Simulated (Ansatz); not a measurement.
# BrH6NSi (built from SMILES Br.N[SiH3]): search for a transition state, part 2 of 2

Ansatz 0.2.0, Gaussian basis; PBE0-D4. Earlier steps stand in the parts before.

**6. Checking the order of the point**

vib/in.yaml reads:

```yaml
crystal:
  periodic: [false, false, false]
  atoms:
    - {symbol: Si, position_ang: [-0.332786, -0.211219, 0.200309]}
    - {symbol: H, position_ang: [1.376194, 0.207891, 0.164939]}
    - {symbol: H, position_ang: [-0.491001, -1.600881, -0.238603]}
    - {symbol: H, position_ang: [-0.998322, 0.591555, 1.230576]}
    - {symbol: N, position_ang: [-0.590589, 0.685770, -1.227258]}
    - {symbol: H, position_ang: [1.371146, -0.272530, 0.880163]}
    - {symbol: Br, position_ang: [0.761401, -1.409274, 2.366005]}
    - {symbol: H, position_ang: [-0.705904, 1.686522, -1.231035]}
    - {symbol: H, position_ang: [-0.390240, 0.322365, -2.145197]}
basis:
  gaussian: {orbitals: def2-TZVP}
hamiltonian: {xc: pbe0, dispersion: d4}
phonons: {temperatures: {t_min: 298.15, t_max: 900, t_step: 200}}
```

Command:

```sh
$ ansatz run in.yaml --threads 4 --pin off --events-out ev --progress --plain --max-ram 9574MiB
```

What it wrote (excerpt; [...] marks lines left out):

```text
Functional definition: PBE0
  name "PBE0"
  cite "Adamo & Barone, J. Chem. Phys. 110, 6158 (1999) doi:10.1063/1.478522"
  cite "Perdew, Burke & Ernzerhof, Phys. Rev. Lett. 77, 3865 (1996) doi:10.1103/PhysRevLett.77.3865"
  parent pbe
[...]
1100 factors; their error is unknown
[...]
mean field -79498.81472193 eV, -2921.5275547989 hartree, gradient 4.5e-5 eV, S^2 0.000000; 0 other end points of the search recorded, 0 dependent functions left out
[...]
reference -79498.81475167 eV, -2921.5275558920 hartree; 31, 31 occupied and 121, 121 virtual orbitals, 1100 factors
[... from here to the last solve, the lines of the solves are left out (53 solves) ...]
1100 factors; their error is unknown
mean field -79498.81461203 eV, -2921.5275507601 hartree, gradient 1.2e-6 eV, S^2 0.000000; 0 other end points of the search recorded, 0 dependent functions left out
[...]
WARN: phonons: modes at or below zero, which the zero-point energy, F, S and C_V leave out: 1, the lowest at -517.22 cm⁻¹. A minimum has none, and a first-order saddle one
[...]
Atom 0 at    -0.332786    -0.211219     0.200309 Å, force    -0.000872     0.000498    -0.001063 eV/Å
Atom 1 at     1.376194     0.207891     0.164939 Å, force     0.000085     0.000972    -0.001381 eV/Å
Atom 2 at    -0.491001    -1.600881    -0.238603 Å, force     0.000496    -0.000107     0.000196 eV/Å
Atom 3 at    -0.998322     0.591555     1.230576 Å, force     0.000470     0.000024     0.000290 eV/Å
Atom 4 at    -0.590589     0.685770    -1.227258 Å, force     0.000797    -0.001267     0.002206 eV/Å
Atom 5 at     1.371146    -0.272530     0.880163 Å, force     0.000058    -0.000289     0.000418 eV/Å
Atom 6 at     0.761401    -1.409274     2.366005 Å, force    -0.000771    -0.000328     0.000221 eV/Å
Atom 7 at    -0.705904     1.686522    -1.231035 Å, force    -0.000224     0.000623    -0.000187 eV/Å
Atom 8 at    -0.390240     0.322365    -2.145197 Å, force    -0.000040    -0.000126    -0.000701 eV/Å
Dipole moment:    -0.161604     0.632967    -1.000379 e Å
Vibrations: -517.22 155.46 191.85 313.30 394.59 444.32 551.03 738.33 765.86 857.70 892.97 907.58 960.33 964.68 1443.21 1583.37 2299.10 2351.69 2776.15 3599.83 3699.76 cm⁻¹, zero-point energy 1.605045 eV
```

Run time: 2.7 min. Hardware: 4 threads of Intel Xeon at 2.50GHz, shared host.

The modes, with what each moves most:

```csv
mode,wavenumber (cm⁻¹),character
1,517i,"changes H2–H6, Si1–H2, H6–Br7"
2,155,bend
3,192,"not assigned (largely outside the bonds, angles and torsions drawn)"
4,313,"not assigned (largely outside the bonds, angles and torsions drawn)"
5,395,torsion
6,444,torsion with out-of-plane bend
7,551,"not assigned (largely outside the bonds, angles and torsions drawn)"
8,738,wag or twist
9,766,bend
10,858,Si–N stretch
11,893,"not assigned (largely outside the bonds, angles and torsions drawn)"
12,908,"not assigned (largely outside the bonds, angles and torsions drawn)"
13,960,bend
14,965,"not assigned (largely outside the bonds, angles and torsions drawn)"
15,1443,"not assigned (largely outside the bonds, angles and torsions drawn)"
16,1583,bend
17,2299,Si–H stretch
18,2352,Si–H stretch
19,2776,"not assigned (largely outside the bonds, angles and torsions drawn)"
20,3600,N–H stretch
21,3700,N–H stretch
```

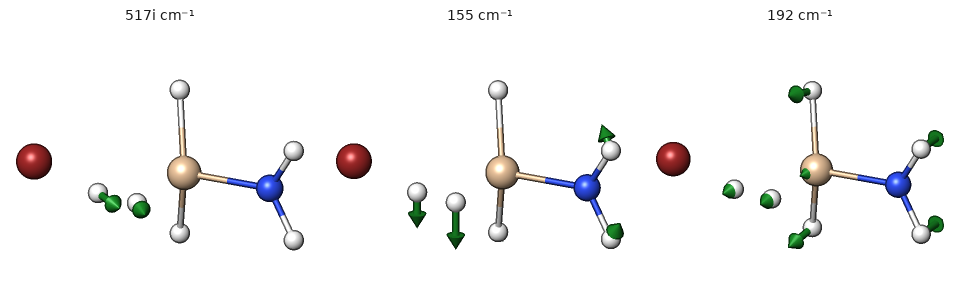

How the atoms move in 3 of the modes.

Vibrational sums (real modes only):

```csv
T (K),entropy (J/mol/K),heat capacity (J/mol/K)
298,40.5,56.1
498,77.0,86.1
698,109.3,104.8
898,137.4,118.0
```

**7. Relaxing after a step of 0.30 Å one way along the mode**

downa/in.yaml reads:

```yaml
crystal:
  periodic: [false, false, false]
  atoms:
    - {symbol: Si, position_ang: [-0.429141, -0.304511, 0.306443]}
    - {symbol: H, position_ang: [1.521990, 0.263492, 0.132291]}
    - {symbol: H, position_ang: [-0.540008, -1.647561, -0.283711]}
    - {symbol: H, position_ang: [-1.067812, 0.632297, 1.243955]}
    - {symbol: N, position_ang: [-0.520957, 0.643797, -1.140576]}
    - {symbol: H, position_ang: [1.474798, -0.099766, 0.657882]}
    - {symbol: Br, position_ang: [0.604202, -1.422302, 2.330991]}
    - {symbol: H, position_ang: [-0.678532, 1.645427, -1.169358]}
    - {symbol: H, position_ang: [-0.364640, 0.289327, -2.078018]}
basis:
  gaussian: {orbitals: def2-TZVP}
hamiltonian: {xc: pbe0, dispersion: d4}
relax: {f_tol: 0.005, max_steps: 200}
```

Command:

```sh
$ ansatz run in.yaml --threads 4 --pin off --events-out ev --progress --plain --max-ram 9574MiB
```

What it wrote (excerpt; [...] marks lines left out):

```text
Functional definition: PBE0
  name "PBE0"
  cite "Adamo & Barone, J. Chem. Phys. 110, 6158 (1999) doi:10.1063/1.478522"
  cite "Perdew, Burke & Ernzerhof, Phys. Rev. Lett. 77, 3865 (1996) doi:10.1103/PhysRevLett.77.3865"
  parent pbe
[...]
1100 factors; their error is unknown
[...]
mean field -79498.62752560 eV, -2921.5206754607 hartree, gradient 2.4e-5 eV, S^2 0.000000; 0 other end points of the search recorded, 0 dependent functions left out
[...]
reference -79498.62755521 eV, -2921.5206765489 hartree; 31, 31 occupied and 121, 121 virtual orbitals, 1100 factors
relax step   1: F+E_penalty+E_count = -79498.76814771 eV  Δ(F+E_penalty+E_count) = +0.000e0 eV  max|allowed force component| = 5.182e0 eV/Å  Δτ_max = 0.0000 Å  (27 SCF iters, accepted)
[...]
Total energy: -79500.91463773 eV, -2921.6047252812 hartree
Atom 0 at    -1.184415    -0.536371     0.391572 Å, force    -0.000807     0.000164    -0.000539 eV/Å
Atom 1 at     3.059499     0.895670    -0.280591 Å, force     0.000488     0.000356    -0.000364 eV/Å
Atom 2 at    -1.725316    -1.774644    -0.206741 Å, force    -0.000045     0.000037     0.000298 eV/Å
Atom 3 at    -2.191717     0.240577     1.143614 Å, force     0.000018    -0.000278     0.000073 eV/Å
Atom 4 at    -0.559482     0.441646    -0.852150 Å, force     0.001183     0.000019     0.000399 eV/Å
Atom 5 at     2.543985     0.517483     0.105931 Å, force    -0.000446    -0.000643     0.000807 eV/Å
Atom 6 at     0.314311    -1.212906     1.918871 Å, force     0.000569     0.000259    -0.000200 eV/Å
Atom 7 at    -0.285198     1.391544    -0.656547 Å, force    -0.000372    -0.000441    -0.000556 eV/Å
Atom 8 at     0.028233     0.037200    -1.564058 Å, force    -0.000588     0.000526     0.000083 eV/Å
Dipole moment:    -0.007260     0.240569    -0.361526 e Å
```

It took 1.9 min on 4 threads of Intel Xeon at 2.50GHz, shared host.

The steps of the relaxation: (the energy doesn't fall at every step)

```csv
step,energy from step 1 (eV),largest force component (eV/Å)
1,0.0000,5.1824
2,-0.5906,0.5524
3,-0.9065,0.8476
4,-1.3128,0.9342
5,-1.6659,1.1242
6,-1.8888,0.5569
7,-2.0249,0.5108
8,-2.0836,0.6504
9,-2.1136,0.4663
10,-2.1305,0.1356
11,-2.1359,0.0459
12,-2.1362,0.2135
13,-2.0937,1.1615
14,-2.1418,0.0698
15,-2.1182,0.8488
16,-2.1433,0.0480
17,-2.1448,0.0342
18,-2.1461,0.0059
19,-2.1461,0.0065
20,-2.0507,1.8406
21,-2.1463,0.0042
22,-2.1460,0.1273
23,-2.1464,0.0403
24,-2.1464,0.0141
25,-2.1465,0.0057
26,-2.1465,0.0012
```

Distances of close pairs at the start and the end, largest changes first:

```csv
bond,before (Å),after (Å),change (Å)
Si1–Br7,2.533,2.244,-0.289
H2–H6,0.641,0.747,+0.106
Si1–N5,1.733,1.701,-0.031
Si1–H3,1.471,1.478,+0.007
Si1–H4,1.471,1.478,+0.007
N5–H8,1.014,1.008,-0.006
N5–H9,1.014,1.008,-0.006
```

**8. Relaxing after a step of 0.30 Å the other way along the mode**

downb/in.yaml reads:

```yaml
crystal:
  periodic: [false, false, false]
  atoms:
    - {symbol: Si, position_ang: [-0.236430, -0.117926, 0.094175]}
    - {symbol: H, position_ang: [1.230398, 0.152291, 0.197588]}
    - {symbol: H, position_ang: [-0.441994, -1.554201, -0.193495]}
    - {symbol: H, position_ang: [-0.928832, 0.550813, 1.217197]}
    - {symbol: N, position_ang: [-0.660222, 0.727743, -1.313941]}
    - {symbol: H, position_ang: [1.267493, -0.445293, 1.102443]}
    - {symbol: Br, position_ang: [0.918601, -1.396246, 2.401020]}
    - {symbol: H, position_ang: [-0.733275, 1.727617, -1.292712]}
    - {symbol: H, position_ang: [-0.415839, 0.355402, -2.212375]}
basis:
  gaussian: {orbitals: def2-TZVP}
hamiltonian: {xc: pbe0, dispersion: d4}
relax: {f_tol: 0.005, max_steps: 200}
```

Command:

```sh
$ ansatz run in.yaml --threads 4 --pin off --events-out ev --progress --plain --max-ram 9574MiB
```

What it wrote (excerpt; [...] marks lines left out):

```text
Functional definition: PBE0
  name "PBE0"
  cite "Adamo & Barone, J. Chem. Phys. 110, 6158 (1999) doi:10.1063/1.478522"
  cite "Perdew, Burke & Ernzerhof, Phys. Rev. Lett. 77, 3865 (1996) doi:10.1103/PhysRevLett.77.3865"
  parent pbe
[...]
1100 factors; their error is unknown
[...]
mean field -79499.07659582 eV, -2921.5371784867 hartree, gradient 5.4e-5 eV, S^2 0.000000; 0 other end points of the search recorded, 0 dependent functions left out
[...]
reference -79499.07662545 eV, -2921.5371795758 hartree; 31, 31 occupied and 121, 121 virtual orbitals, 1100 factors
relax step   1: F+E_penalty+E_count = -79499.21258440 eV  Δ(F+E_penalty+E_count) = +0.000e0 eV  max|allowed force component| = 1.516e0 eV/Å  Δτ_max = 0.0000 Å  (27 SCF iters, accepted)
[...]
Total energy: -79499.99474754 eV, -2921.5709199401 hartree
Atom 0 at    -0.461363    -0.008144    -0.147103 Å, force    -0.000514     0.000444    -0.000834 eV/Å
Atom 1 at     0.958763    -0.011151     0.347800 Å, force    -0.000369     0.000050    -0.000206 eV/Å
Atom 2 at    -0.820219    -1.425160    -0.399097 Å, force     0.000092    -0.000227    -0.000082 eV/Å
Atom 3 at    -1.283104     0.575202     0.941319 Å, force    -0.000003     0.000176     0.000188 eV/Å
Atom 4 at    -0.729981     0.890349    -1.580727 Å, force     0.001648    -0.001675     0.003065 eV/Å
Atom 5 at     1.557323    -0.871054     1.837635 Å, force    -0.000132     0.000047    -0.000115 eV/Å
Atom 6 at     1.899339    -1.588921     3.026954 Å, force     0.000061    -0.000011     0.000038 eV/Å
Atom 7 at    -0.717185     1.896971    -1.559504 Å, force    -0.000334     0.000351    -0.001192 eV/Å
Atom 8 at    -0.403672     0.542107    -2.467378 Å, force    -0.000448     0.000844    -0.000862 eV/Å
Dipole moment:    -0.055656     0.320477    -0.497462 e Å
```

Run time: 91 s. Hardware: 4 threads of Intel Xeon at 2.50GHz, shared host.

Relaxation path:

```csv
step,energy from step 1 (eV),largest force component (eV/Å)
1,0.0000,1.5160
2,-0.2976,1.2426
3,-0.4266,1.9902
4,-0.6826,0.5613
5,-0.7338,0.6645
6,-0.7731,0.2851
7,-0.7722,0.1932
8,-0.7773,0.0502
9,-0.7772,0.0666
10,-0.7784,0.0157
11,-0.7794,0.0083
12,-0.7802,0.0513
13,-0.7808,0.1142
14,-0.7813,0.0591
15,-0.7817,0.0138
16,-0.7819,0.0098
17,-0.7819,0.0841
18,-0.7820,0.0206
19,-0.7821,0.0269
20,-0.7821,0.0095
21,-0.7821,0.0036
22,-0.7821,0.0036
23,-0.7821,0.0031
```

Close pairs (by a distance rule), those that changed most:

```csv
bond,before (Å),after (Å),change (Å)
H6–Br7,1.647,1.431,-0.216
Si1–N5,1.696,1.713,+0.017
Si1–H2,1.495,1.504,+0.009
Si1–H4,1.479,1.483,+0.004
N5–H8,1.003,1.007,+0.004
N5–H9,1.003,1.007,+0.004
Si1–H3,1.479,1.483,+0.004
```

**9. What the saddle joins**

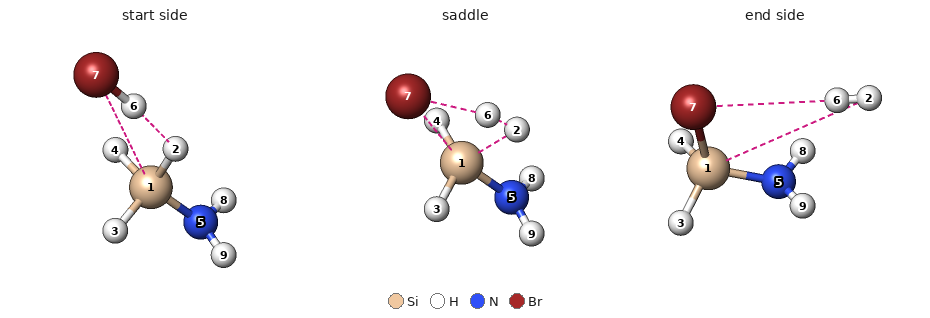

The minimum on the start side, the saddle and the minimum on the end side; broken lines join the pairs that change, where they aren't drawn as bonds.

```csv
pair,start side (Å),saddle (Å),end side (Å)
Si1–Br7,4.260,2.706,2.244
H2–H6,1.821,0.862,0.747
Si1–H2,1.504,1.760,4.529
H6–Br7,1.431,1.968,3.354
```

**10. Results**

What follows sums up all 2 parts.

```
                       quantity                                                       value
                 imaginary mode                                                   517i cm⁻¹
    barrier from the start side                                                100.5 kJ/mol
      barrier from the end side                                                189.3 kJ/mol
             energy of the step                                                -88.8 kJ/mol
              pairs that change  Si1–Br7 formed, H2–H6 formed, Si1–H2 broken, H6–Br7 broken
zero-point energy at the saddle                                                    1.605 eV
```

In words: The point has a single imaginary mode (517i cm⁻¹), as a transition state must. It joins the planned start and end. At PBE0-D4/def2-TZVP the electronic barrier is 100.5 kJ/mol, about 41 kT at 298 K, and the step runs 88.8 kJ/mol downhill. A step off the saddle overshot and began above it in energy, so the link to its end is likely but not proven.
